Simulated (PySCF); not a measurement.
**B: dipole response in aug-cc-pCVTZ-DK plus 1 even-tempered diffuse shell per l**

How polarisable is B at the levels listed below?

Program: PySCF 2.14.0. Level of theory: unrestricted determinants in a Gaussian basis, no spin-orbit coupling in the energies. These are calculated values, not measurements, unless marked.

## (1) Starting point

* Element: boron (Z = 5)
* Basis: aug-cc-pCVTZ-DK with one added diffuse shell each of s, p, d, f type (8s7p5d3f, 75 functions)
* Hamiltonian: scalar relativity by spin-free X2C-1e
* State 1: B: [He] 2s1 2p2, high-spin 4P determinant (an excited configuration)
* Methods: UHF, PBE, PBE0, BP86, M06-2X

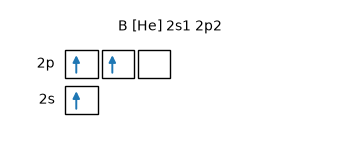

Occupation of the outer shells (arrows by Hund's rule).

The runs were made by one driver on top of PySCF. The scripts below sum up each run's settings (the driver also hands on starting orbitals that pick excited configurations, and frozen orbitals as a list rather than a count), and the logs come from the driver's own runs. The driver starts from symmetry-adapted Hartree-Fock orbitals, holds the occupation by maximum overlap and uses a logarithmic radial grid for functionals, so a plain start would take other cycles.

The integrals over 75 functions and the set-up took 0.2 s of CPU time.

## (2) B [He] 2s1 2p2

#### UHF

Input file input.py:

```python
from pyscf import gto, scf, dft, mp, cc
import basis_set_exchange as bse
mol = gto.M(atom="B 0 0 0", charge=0, spin=3, symmetry="D2h",
            basis=gto.basis.parse(bse.get_basis("aug-cc-pCVTZ-DK", elements=["B"], fmt="nwchem", augment_diffuse=1)),
            nucmod="G")
mf = scf.UHF(mol).sfx2c1e()
mf.irrep_nelec = {'Ag': (2, 1), 'B1u': (1, 0), 'B2u': (1, 0)}
mf.kernel()
```

Standard output:

```text
damping factor = 0
level_shift factor = 0
DIIS = <class 'pyscf.scf.diis.CDIIS'>
diis_start_cycle = 1
diis_space = 10
diis_damp = 0
SCF conv_tol = 1e-09
SCF conv_tol_grad = None
number electrons alpha = 4  beta = 1
cycle= 1 E= -24.4578354838914  delta_E= -0.00185  |g|= 0.0127  |ddm|= 0.0406
cycle= 2 E= -24.4579822904043  delta_E= -0.000147  |g|= 0.00359  |ddm|= 0.0122
cycle= 3 E= -24.4579963277806  delta_E= -1.4e-05  |g|= 0.000174  |ddm|= 0.0052
cycle= 4 E= -24.457996366951  delta_E= -3.92e-08  |g|= 1.74e-05  |ddm|= 0.000364
cycle= 5 E= -24.4579963674361  delta_E= -4.85e-10  |g|= 1.78e-06  |ddm|= 5.03e-05
converged SCF energy = -24.4579963674361  <S^2> = 3.7500067  2S+1 = 4.0000034
```

CPU time 5.2 s on a shared host, the integrals not counted.

The occupied shells:

```
shell  electrons  mean orbital energy (eV)  spread (eV)  rms radius (bohr)
 1s α          1                   -209.98            0              0.379
 1s β          1                   -208.01            0              0.379
 2s α          1                   -17.538            0               2.08
 2p α          2                    -9.695            0               2.36
```

⟨S²⟩ = 3.750, ⟨L²⟩ = 2.01.

The driver then solved the coupled dipole response at imaginary frequencies: mean α = 16.47 bohr³ (xx, yy, zz: 16.24, 16.59, 16.59), C₆ = 72.11 au for a like pair.

#### PBE

Changes to input.py:

```diff
@@ -5,3 +5,3 @@
             nucmod="G")
-mf = scf.UHF(mol).sfx2c1e()
+mf = dft.UKS(mol, xc="PBE").sfx2c1e()
 mf.irrep_nelec = {'Ag': (2, 1), 'B1u': (1, 0), 'B2u': (1, 0)}
```

Standard output:

```text
damping factor = 0
level_shift factor = 0
DIIS = <class 'pyscf.scf.diis.CDIIS'>
diis_start_cycle = 1
diis_space = 10
diis_damp = 0
SCF conv_tol = 1e-09
SCF conv_tol_grad = None
number electrons alpha = 4  beta = 1
XC functionals = PBE
    J. P. Perdew, K. Burke, and M. Ernzerhof.,  Phys. Rev. Lett. 77, 3865 (1996)
    J. P. Perdew, K. Burke, and M. Ernzerhof.,  Phys. Rev. Lett. 78, 1396 (1997)
    J. P. Perdew, K. Burke, and M. Ernzerhof.,  Phys. Rev. Lett. 77, 3865 (1996)
    J. P. Perdew, K. Burke, and M. Ernzerhof.,  Phys. Rev. Lett. 78, 1396 (1997)
cycle= 1 E= -24.4973230573537  delta_E= -0.00333  |g|= 0.00705  |ddm|= 0.193
cycle= 2 E= -24.497329841758  delta_E= -6.78e-06  |g|= 0.00161  |ddm|= 0.0234
cycle= 3 E= -24.4973313344386  delta_E= -1.49e-06  |g|= 0.000491  |ddm|= 0.00908
cycle= 4 E= -24.497331575966  delta_E= -2.42e-07  |g|= 3.99e-05  |ddm|= 0.00275
cycle= 5 E= -24.4973315777994  delta_E= -1.83e-09  |g|= 6.8e-07  |ddm|= 0.000223
cycle= 6 E= -24.4973315777998  delta_E= -3.73e-13  |g|= 1.02e-08  |ddm|= 3.22e-06
converged SCF energy = -24.4973315777998  <S^2> = 3.7500049  2S+1 = 4.0000025
```

It used 3.8 s of CPU time after the integrals (shared host).

The driver then solved the coupled dipole response at imaginary frequencies: mean α = 21.05 bohr³ (xx, yy, zz: 19.10, 22.02, 22.02), C₆ = 96.38 au for a like pair.

#### PBE0

Changes to input.py:

```diff
@@ -5,3 +5,3 @@
             nucmod="G")
-mf = dft.UKS(mol, xc="PBE").sfx2c1e()
+mf = dft.UKS(mol, xc="PBE0").sfx2c1e()
 mf.irrep_nelec = {'Ag': (2, 1), 'B1u': (1, 0), 'B2u': (1, 0)}
```

Standard output:

```text
damping factor = 0
level_shift factor = 0
DIIS = <class 'pyscf.scf.diis.CDIIS'>
diis_start_cycle = 1
diis_space = 10
diis_damp = 0
SCF conv_tol = 1e-09
SCF conv_tol_grad = None
number electrons alpha = 4  beta = 1
XC functionals = PBE0
    C. Adamo and V. Barone.,  J. Chem. Phys. 110, 6158 (1999)
    M. Ernzerhof and G. E. Scuseria.,  J. Chem. Phys. 110, 5029 (1999)
cycle= 1 E= -24.5068834748993  delta_E= -0.00198  |g|= 0.00617  |ddm|= 0.128
cycle= 2 E= -24.5068995053438  delta_E= -1.6e-05  |g|= 0.000569  |ddm|= 0.0159
cycle= 3 E= -24.506899803576  delta_E= -2.98e-07  |g|= 5.08e-05  |ddm|= 0.00245
cycle= 4 E= -24.5068998066104  delta_E= -3.03e-09  |g|= 6.08e-06  |ddm|= 0.00019
cycle= 5 E= -24.5068998066407  delta_E= -3.03e-11  |g|= 1.26e-06  |ddm|= 3.09e-05
converged SCF energy = -24.5068998066407  <S^2> = 3.7500035  2S+1 = 4.0000018
```

It used 7.6 s of CPU time after the integrals (shared host).

The driver then solved the coupled dipole response at imaginary frequencies: mean α = 19.24 bohr³ (xx, yy, zz: 18.03, 19.85, 19.85), C₆ = 86.69 au for a like pair.

#### BP86

Changes to input.py:

```diff
@@ -5,3 +5,3 @@
             nucmod="G")
-mf = dft.UKS(mol, xc="PBE0").sfx2c1e()
+mf = dft.UKS(mol, xc="B88,P86").sfx2c1e()
 mf.irrep_nelec = {'Ag': (2, 1), 'B1u': (1, 0), 'B2u': (1, 0)}
```

Standard output:

```text
damping factor = 0
level_shift factor = 0
DIIS = <class 'pyscf.scf.diis.CDIIS'>
diis_start_cycle = 1
diis_space = 10
diis_damp = 0
SCF conv_tol = 1e-09
SCF conv_tol_grad = None
number electrons alpha = 4  beta = 1
XC functionals = B88,P86
    A. D. Becke.,  Phys. Rev. A 38, 3098 (1988)
    J. P. Perdew.,  Phys. Rev. B 33, 8822 (1986)
cycle= 1 E= -24.5326644435757  delta_E= -0.00298  |g|= 0.00557  |ddm|= 0.192
cycle= 2 E= -24.5326702358564  delta_E= -5.79e-06  |g|= 0.000778  |ddm|= 0.0201
cycle= 3 E= -24.5326705255998  delta_E= -2.9e-07  |g|= 0.00032  |ddm|= 0.00441
cycle= 4 E= -24.5326706097847  delta_E= -8.42e-08  |g|= 2.83e-05  |ddm|= 0.00176
cycle= 5 E= -24.532670610647  delta_E= -8.62e-10  |g|= 1.11e-06  |ddm|= 0.000159
converged SCF energy = -24.532670610647  <S^2> = 3.7500086  2S+1 = 4.0000043
```

CPU time 3.8 s on a shared host, the integrals not counted.

The driver then solved the coupled dipole response at imaginary frequencies: mean α = 21.15 bohr³ (xx, yy, zz: 19.03, 22.21, 22.21), C₆ = 97.53 au for a like pair.

#### M06-2X

Changes to input.py:

```diff
@@ -5,3 +5,3 @@
             nucmod="G")
-mf = dft.UKS(mol, xc="B88,P86").sfx2c1e()
+mf = dft.UKS(mol, xc="M062X").sfx2c1e()
 mf.irrep_nelec = {'Ag': (2, 1), 'B1u': (1, 0), 'B2u': (1, 0)}
```

Standard output:

```text
damping factor = 0
level_shift factor = 0
DIIS = <class 'pyscf.scf.diis.CDIIS'>
diis_start_cycle = 1
diis_space = 10
diis_damp = 0
SCF conv_tol = 1e-09
SCF conv_tol_grad = None
number electrons alpha = 4  beta = 1
XC functionals = M062X
    Y. Zhao and D. G. Truhlar.,  Theor. Chem. Acc. 120, 215 (2008)
    Y. Zhao and D. G. Truhlar.,  Theor. Chem. Acc. 120, 215 (2008)
cycle= 1 E= -24.5187163263128  delta_E= -0.00285  |g|= 0.00728  |ddm|= 0.352
cycle= 2 E= -24.5187672783386  delta_E= -5.1e-05  |g|= 0.0016  |ddm|= 0.0279
cycle= 3 E= -24.5187696310953  delta_E= -2.35e-06  |g|= 0.000272  |ddm|= 0.0079
cycle= 4 E= -24.5187697128648  delta_E= -8.18e-08  |g|= 8.45e-05  |ddm|= 0.00109
cycle= 5 E= -24.5187697160756  delta_E= -3.21e-09  |g|= 4.16e-05  |ddm|= 0.000292
cycle= 6 E= -24.5187697165389  delta_E= -4.63e-10  |g|= 2.49e-06  |ddm|= 0.00011
converged SCF energy = -24.5187697165389  <S^2> = 3.7500052  2S+1 = 4.0000026
```

CPU time 18 s on a shared host, the integrals not counted.

The response matrix is unstable for this state, so it gives no polarisability.

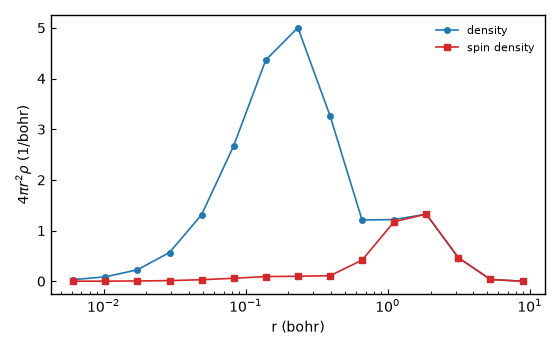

Radial density 4πr²ρ of B at UHF, at 15 stored radii joined by straight lines.

## (3) Polarisabilities and C₆

B [He] 2s1 2p2, in atomic units:

```
method  mean α  C₆ (like pair)  S(−4)
   UHF   16.47           72.11  158.1
   PBE   21.05           96.38  336.9
  PBE0   19.24           86.69  254.4
  BP86   21.15           97.53  331.7
```

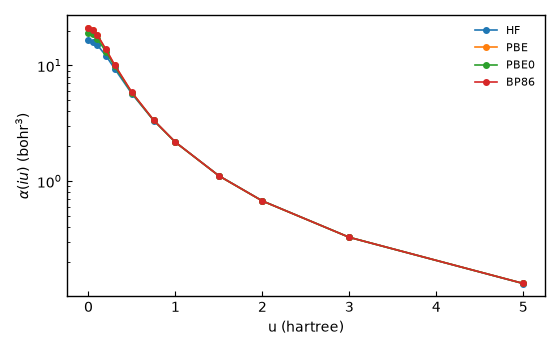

α(iu) of B [He] 2s1 2p2, the polarisability at imaginary frequency, on a logarithmic scale.

## (4) What came out

| quantity | value |
| --- | --- |
| α of B [He] 2s1 2p2 | 16.47 (UHF) to 21.15 (BP86) bohr³ |

**Reading.** A single London oscillator with the computed α and C₆ of B [He] 2s1 2p2 at UHF would have ω = 4 C₆ / (3 α²) = 0.354 hartree. The basis is finite, and no extrapolation was made.
